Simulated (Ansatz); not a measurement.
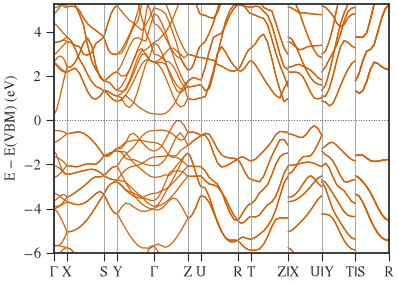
Figure: Band structure from LDA in the plane-wave PAW code Ansatz

Q: Read off the gap and where the band edges lie.

A: About 0.3 eV (0.26 eV by a search for the band edges); maximum on the Γ–Z line, 70 % of the way from Γ, minimum on the Γ–Z line, 20 % of the way from Γ.

The material is GeSe in space group Pnma (No. 62; Ge on 4c, Se on 4c).

Symmetry was held in the LDA relaxation; of distortions, only those at the zone centre were tested. A crystal of weakly bound layers computed without a dispersion correction: the cell and the soft elastic constants depend strongly on that. Scalar-relativistic: spin–orbit coupling is off unless named, which matters more the heavier the elements.

Potentials: the later of the program's two PAW sets.
